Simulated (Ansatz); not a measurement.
**CH4Si (triplet): from Hartree-Fock to the top rungs at distance C1–H5 along a hydrogen transfer = 1.143 Å, cc-pVDZ**

Aim: climb from Hartree-Fock through coupled cluster and multireference methods for CH4Si (triplet) at one geometry and basis, and see what each rung misses.

Program: Ansatz 0.2.0, Gaussian basis. Level of theory: cc-pVDZ, core rule «outside noble gas», up to 6 orbitals frozen. These are calculated values, not measurements.

The runs, in order: UHF; CCSD(T) on ROHF; CCSD(T) on UHF; BCCD(T) on ROHF; CISD; CCSDT(Q) on ROHF; CCSDT(Q) on UHF; CASSCF and MRCISD+Q, 4 electrons in 4 orbitals; CASSCF and NEVPT2, 4 electrons in 4 orbitals.

7 further runs of the same task are left out: 1 for a mislabelled method, 4 that didn't finish, 2 set aside as unsound or not needed.

**1. The system**

The geometry derives from fragments relaxed apart (PBE0/def2-TZVP) and kept rigid, so it is no stationary point. A hydrogen atom is moved between rigid fragments.

6 atoms, charge 0, spin multiplicity 3.

Atoms are counted from 1 here; the program's logs count them from 0.

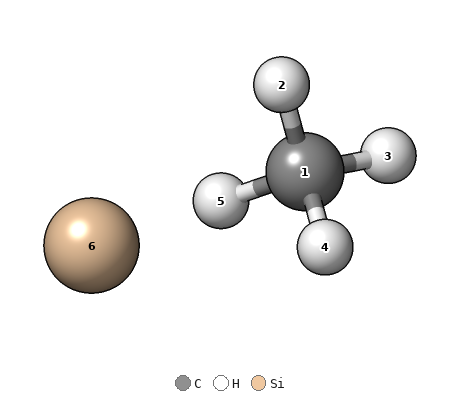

The structure; carbon grey, hydrogen white, silicon light orange; atoms are numbered from 1 in the order of the file.

**2. UHF**

in.yaml reads:

```yaml
crystal:
  periodic: [false, false, false]
  atoms:
    - {symbol: C, position_ang: [-1.850760, 0.000000, 0.000000]}
    - {symbol: H, position_ang: [-2.213966, 1.027301, 0.000000]}
    - {symbol: H, position_ang: [-2.213966, -0.513650, 0.889668]}
    - {symbol: H, position_ang: [-2.213966, -0.513650, -0.889669]}
    - {symbol: H, position_ang: [-0.707760, 0.000000, 0.000000]}
    - {symbol: Si, position_ang: [1.055240, 0.000000, 0.000000]}
basis:
  gaussian: {orbitals: cc-pVDZ}
magnetization: {spin_polarized: true, initial_magnetization: 2}
hamiltonian: {xc: hf}
output: {orbitals: {seedname: orbitals}}
```

Command:

```bash
> ansatz run in.yaml --threads 1 --pin off --events-out ev --progress --plain --max-ram 2393MiB
```

After this run come: CCSD(T) on ROHF; CCSD(T) on UHF; BCCD(T) on ROHF; CISD; CCSDT(Q) on ROHF; CCSDT(Q) on UHF; CASSCF and MRCISD+Q, 4 electrons in 4 orbitals; CASSCF and NEVPT2, 4 electrons in 4 orbitals.

**Question.** What will the summary of the whole plan be? Wanted: UCCSDT(Q) below the RHF energy; RMP2 from UCCSDT(Q); UMP2 from UCCSDT(Q); RCCSD from UCCSDT(Q); RCCSD(T) from UCCSDT(Q); UCCSD(T) from UCCSDT(Q); RCCSDT(Q) from UCCSDT(Q); MRCISD+Q pair from UCCSDT(Q); T1 diagnostic.

The runs gave:

| quantity | value |
| --- | --- |
| UCCSDT(Q) below the RHF energy | -7.2879 eV |
| RMP2 from UCCSDT(Q) | +126.0 kJ/mol |
| UMP2 from UCCSDT(Q) | +126.6 kJ/mol |
| RCCSD from UCCSDT(Q) | +19.8 kJ/mol |
| RCCSD(T) from UCCSDT(Q) | +3.2 kJ/mol |
| UCCSD(T) from UCCSDT(Q) | +3.1 kJ/mol |
| RCCSDT(Q) from UCCSDT(Q) | 0.0 kJ/mol |
| MRCISD+Q pair from UCCSDT(Q) | +4.6 kJ/mol |
| levels within 1 kcal/mol (43 meV) | RCCSD(T), UCCSD(T), BCCD(T), RCCSDT, UCCSDT, RCCSDT(Q) |
| T1 diagnostic | 0.016 |

What this shows: RCCSD(T) misses by +3.2 kJ/mol, 0.5 % of the correlation energy. These misses are within one basis, not against nature; the frozen cores of restricted and unrestricted runs differ, which can shift their rows.
